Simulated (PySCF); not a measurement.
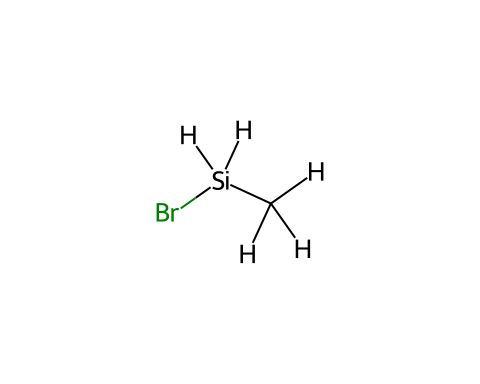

The geometry was computed by an optimisation with PBE0-D3(BJ)/def2-SVP. No frequency run is at hand to confirm it as a minimum. Level of theory: PBE0-D3(BJ)/def2-SVP, gas phase (PySCF 2.14.0).

Predict the main results.

The species is CH₅BrSi (`C[SiH2]Br`).
- rotational constants: 15.028, 2.493, 2.225 GHz
